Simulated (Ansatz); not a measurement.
**Geometry relaxation of Si₂NH₄BrCl₂ (part 1 of 2)**

Si₂NH₄BrCl₂, computed with RKS PBE0-D4/def2-SVP (Ansatz 0.2.0).

It belongs to a series of runs on one base structure; here: end point A relaxed. Figures and captions count atoms from 1; the log counts them from 0 in places.

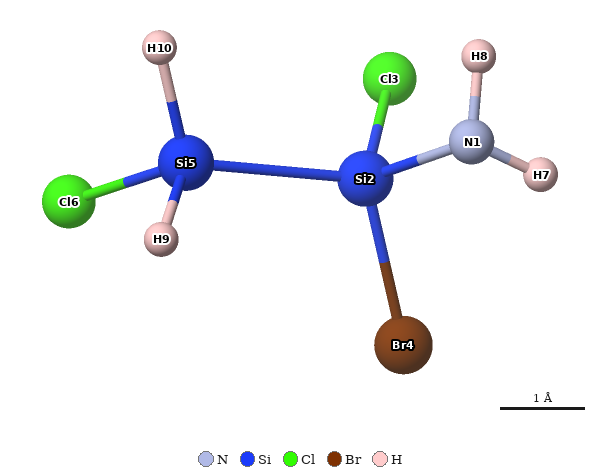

The input geometry (ball-and-stick view, seen at a tilt; atoms are numbered from 1 in the order of the input). Bond lengths as drawn: Br–Si 2.14 Å, Cl–Si 2.06 to 2.07 Å, H–N 1.00 to 1.03 Å, H–Si 1.50 to 1.54 Å, N–Si 1.78 Å and Si–Si 2.31 Å.

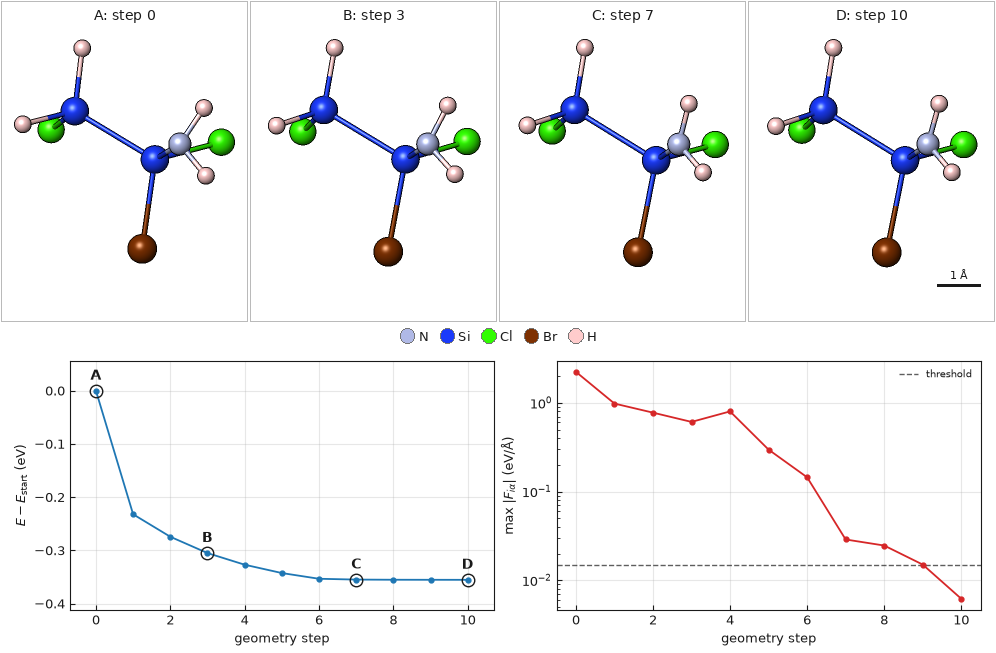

Frames of the relaxation (ball-and-stick view, seen at a tilt) above the curves, on which the letters mark them (the first geometry is step 0 here and step 1 in the log).

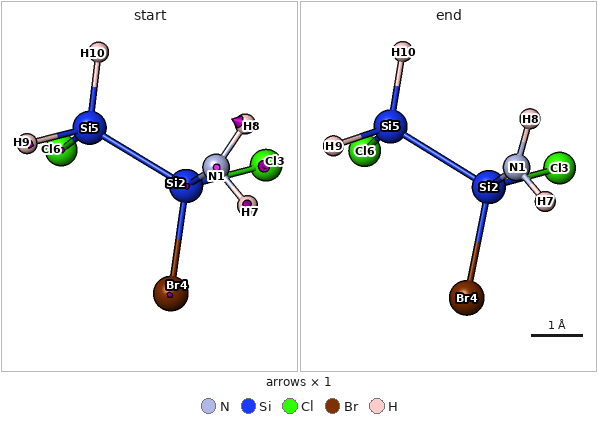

Before (left) and after (right) the relaxation, at one scale (ball-and-stick view, seen at a tilt). The pink arrows give the displacements, at true length. Over 10 geometry steps the energy falls by 0.355 eV. Largest force component: 2.2 eV/Å at the start, 0.0062 eV/Å at the end. The largest move after the best rigid fit is that of H8, 0.35 Å. By element the largest moves are H 0.35 Å, Cl 0.33 Å, N 0.13 Å, Br 0.11 Å, Si 0.10 Å. Distances before and after: Si2–Br4 2.136 → 2.221 Å, N1–Si2 1.778 → 1.712 Å, Si5–H9 1.537 → 1.490 Å, Si2–Si5 2.306 → 2.335 Å. Among the angles that change: Si2–N1–H7 104.6° → 119.6°, N1–Si2–Cl3 105.6° → 114.3°, Si2–Si5–Cl6 112.4° → 107.9°. (Atoms are counted from 1 in the order of the input.)

These pictures come from the run below.

The input
```yaml
crystal:
  periodic: [false, false, false]
  atoms:
    - { symbol: "N", position_ang: [0.8484, -1.7584, -0.2112] }
    - { symbol: Si, position_ang: [-0.2319, -0.3818, -0.5266] }
    - { symbol: Cl, position_ang: [0.279, 0.3057, -2.3948] }
    - { symbol: Br, position_ang: [-2.1844, -1.235, -0.6722] }
    - { symbol: Si, position_ang: [-0.1503, 1.3185, 1.0296] }
    - { symbol: Cl, position_ang: [-1.3832, 2.9011, 0.5336] }
    - { symbol: H, position_ang: [0.4961, -2.4911, -0.7858] }
    - { symbol: H, position_ang: [1.7653, -1.4797, -0.5923] }
    - { symbol: H, position_ang: [-0.5812, 0.8795, 2.4376] }
    - { symbol: H, position_ang: [1.2253, 1.8901, 1.185] }
basis:
  gaussian: { orbitals: def2-SVP }
hamiltonian:
  xc: pbe0
  dispersion: d4
relax:
  f_tol: 0.015
  max_steps: 40
```

Command:
```bash
ansatz run input.yaml --threads 2 --pin off --max-ram 3072MiB --backend cpu --events-out ev --progress --plain --runs-dir out
```

Log
```
The last accepted step is kept in [file] (removed where the run ends without a failure and the disk answers)
Engine: ansatz 0.2.0, aarch64-unknown-linux-gnu
Functional definition: PBE0
  parameter a = 0.25
  parameter kappa = 0.804
  parameter beta = 0.06672455060314922
  exchange = (1 - a)*pbe_x(kappa = kappa, mu = beta*pi^2/3) + a*exact_x
  correlation = pbe_c(beta = beta)
1396 factors; integrals over basis functions are off by at most 3.8e-4 eV
mean field evaluation 1: about -112354.5433 eV, gradient 4.9e1 eV
mean field evaluation 2: about -112345.7328 eV, gradient 7.6e1 eV
mean field evaluation 4: about -112359.5076 eV, gradient 2.3e0 eV
mean field evaluation 8: about -112359.5313 eV, gradient 2.1e-1 eV
mean field evaluation 16: about -112359.5314 eV, gradient 4.1e-5 eV
mean field -112359.53140403 eV, -4129.1366190722 hartree, gradient 4.1e-5 eV, S^2 0.000000; 0 other end points of the search recorded, 0 dependent functions left out
the calculation of the forces begins
reference -112359.53143280 eV, -4129.1366201297 hartree; 54, 54 occupied and 84, 84 virtual orbitals, 1396 factors
relax step   1: F+E_penalty+E_count = -112359.88216827 eV  Δ(F+E_penalty+E_count) = +0.000e0 eV  max|allowed force component| = 2.234e0 eV/Å  Δτ_max = 0.0000 Å  (27 SCF iters, accepted)
these checks for a lower state are left out or cut short: starts, cluster_reference, orbital_swaps, neighbouring_geometries, increment
1396 factors; integrals over basis functions are off by at most 3.9e-4 eV
mean field -112359.76181833 eV, -4129.1450866415 hartree, gradient 1.8e-5 eV, S^2 0.000000; 0 other end points of the search recorded, 0 dependent functions left out
the calculation of the forces begins
reference -112359.76184709 eV, -4129.1450876986 hartree; 54, 54 occupied and 84, 84 virtual orbitals, 1396 factors
relax step   2: F+E_penalty+E_count = -112360.11425454 eV  Δ(F+E_penalty+E_count) = -2.321e-1 eV  max|allowed force component| = 9.802e-1 eV/Å  Δτ_max = 0.1972 Å  (28 SCF iters, accepted)
these checks for a lower state are left out or cut short: starts, cluster_reference, orbital_swaps, neighbouring_geometries, increment
1396 factors; integrals over basis functions are off by at most 3.8e-4 eV
mean field -112359.80458803 eV, -4129.1466583992 hartree, gradient 8.6e-5 eV, S^2 0.000000; 0 other end points of the search recorded, 0 dependent functions left out
the calculation of the forces begins
reference -112359.80461688 eV, -4129.1466594594 hartree; 54, 54 occupied and 84, 84 virtual orbitals, 1396 factors
relax step   3: F+E_penalty+E_count = -112360.15648205 eV  Δ(F+E_penalty+E_count) = -4.223e-2 eV  max|allowed force component| = 7.743e-1 eV/Å  Δτ_max = 0.0648 Å  (26 SCF iters, accepted)
these checks for a lower state are left out or cut short: starts, cluster_reference, orbital_swaps, neighbouring_geometries, increment
1396 factors; integrals over basis functions are off by at most 3.8e-4 eV
mean field evaluation 32: about -112359.8348 eV, gradient 7.8e-2 eV
mean field -112359.83480729 eV, -4129.1477689366 hartree, gradient 7.1e-5 eV, S^2 0.000000; 0 other end points of the search recorded, 0 dependent functions left out
the calculation of the forces begins
reference -112359.83483613 eV, -4129.1477699964 hartree; 54, 54 occupied and 84, 84 virtual orbitals, 1396 factors
relax step   4: F+E_penalty+E_count = -112360.18715564 eV  Δ(F+E_penalty+E_count) = -3.067e-2 eV  max|allowed force component| = 6.090e-1 eV/Å  Δτ_max = 0.0522 Å  (26 SCF iters, accepted)
these checks for a lower state are left out or cut short: starts, cluster_reference, orbital_swaps, neighbouring_geometries, increment
1396 factors; integrals over basis functions are off by at most 3.7e-4 eV
mean field -112359.85260698 eV, -4129.1484230631 hartree, gradient 1.0e-5 eV, S^2 0.000000; 0 other end points of the search recorded, 0 dependent functions left out
the calculation of the forces begins
reference -112359.85263540 eV, -4129.1484241073 hartree; 54, 54 occupied and 84, 84 virtual orbitals, 1396 factors
relax step   5: F+E_penalty+E_count = -112360.20902688 eV  Δ(F+E_penalty+E_count) = -2.187e-2 eV  max|allowed force component| = 7.998e-1 eV/Å  Δτ_max = 0.1852 Å  (29 SCF iters, accepted)
these checks for a lower state are left out or cut short: starts, cluster_reference, orbital_swaps, neighbouring_geometries, increment
1396 factors; integrals over basis functions are off by at most 3.7e-4 eV
mean field -112359.86975080 eV, -4129.1490530868 hartree, gradient 7.6e-5 eV, S^2 0.000000; 0 other end points of the search recorded, 0 dependent functions left out
the calculation of the forces begins
reference -112359.86977927 eV, -4129.1490541329 hartree; 54, 54 occupied and 84, 84 virtual orbitals, 1396 factors
relax step   6: F+E_penalty+E_count = -112360.22468441 eV  Δ(F+E_penalty+E_count) = -1.566e-2 eV  max|allowed force component| = 2.965e-1 eV/Å  Δτ_max = 0.0950 Å  (26 SCF iters, accepted)
these checks for a lower state are left out or cut short: starts, cluster_reference, orbital_swaps, neighbouring_geometries, increment
1396 factors; integrals over basis functions are off by at most 3.7e-4 eV
mean field -112359.88081933 eV, -4129.1494598478 hartree, gradient 6.1e-5 eV, S^2 0.000000; 0 other end points of the search recorded, 0 dependent functions left out
the calculation of the forces begins
reference -112359.88084786 eV, -4129.1494608962 hartree; 54, 54 occupied and 84, 84 virtual orbitals, 1396 factors
relax step   7: F+E_penalty+E_count = -112360.23544480 eV  Δ(F+E_penalty+E_count) = -1.076e-2 eV  max|allowed force component| = 1.446e-1 eV/Å  Δτ_max = 0.0535 Å  (24 SCF iters, accepted)
these checks for a lower state are left out or cut short: starts, cluster_reference, orbital_swaps, neighbouring_geometries, increment
1396 factors; integrals over basis functions are off by at most 3.7e-4 eV
mean field -112359.88259166 eV, -4129.1495249797 hartree, gradient 5.8e-5 eV, S^2 0.000000; 0 other end points of the search recorded, 0 dependent functions left out
the calculation of the forces begins
reference -112359.88262017 eV, -4129.1495260274 hartree; 54, 54 occupied and 84, 84 virtual orbitals, 1396 factors
relax step   8: F+E_penalty+E_count = -112360.23696443 eV  Δ(F+E_penalty+E_count) = -1.520e-3 eV  max|allowed force component| = 2.878e-2 eV/Å  Δτ_max = 0.0330 Å  (25 SCF iters, accepted)
these checks for a lower state are left out or cut short: starts, cluster_reference, orbital_swaps, neighbouring_geometries, increment
1396 factors; integrals over basis functions are off by at most 3.7e-4 eV
mean field -112359.88302212 eV, -4129.1495407989 hartree, gradient 5.6e-5 eV, S^2 0.000000; 0 other end points of the search recorded, 0 dependent functions left out
the calculation of the forces begins
reference -112359.88305062 eV, -4129.1495418462 hartree; 54, 54 occupied and 84, 84 virtual orbitals, 1396 factors
relax step   9: F+E_penalty+E_count = -112360.23727744 eV  Δ(F+E_penalty+E_count) = -3.130e-4 eV  max|allowed force component| = 2.460e-2 eV/Å  Δτ_max = 0.0197 Å  (25 SCF iters, accepted)
these checks for a lower state are left out or cut short: starts, cluster_reference, orbital_swaps, neighbouring_geometries, increment
1396 factors; integrals over basis functions are off by at most 3.7e-4 eV
mean field evaluation 64: about -112359.8832 eV, gradient 3.9e-4 eV
mean field -112359.88319583 eV, -4129.1495471824 hartree, gradient 1.1e-5 eV, S^2 0.000000; 0 other end points of the search recorded, 0 dependent functions left out
the calculation of the forces begins
reference -112359.88322432 eV, -4129.1495482295 hartree; 54, 54 occupied and 84, 84 virtual orbitals, 1396 factors
relax step  10: F+E_penalty+E_count = -112360.23736303 eV  Δ(F+E_penalty+E_count) = -8.558e-5 eV  max|allowed force component| = 1.501e-2 eV/Å  Δτ_max = 0.0079 Å  (24 SCF iters, accepted)
these checks for a lower state are left out or cut short: starts, cluster_reference, orbital_swaps, neighbouring_geometries, increment
1396 factors; integrals over basis functions are off by at most 3.7e-4 eV
mean field -112359.88326636 eV, -4129.1495497743 hartree, gradient 2.2e-5 eV, S^2 0.000000; 0 other end points of the search recorded, 0 dependent functions left out
the calculation of the forces begins
reference -112359.88329483 eV, -4129.1495508207 hartree; 54, 54 occupied and 84, 84 virtual orbitals, 1396 factors
```
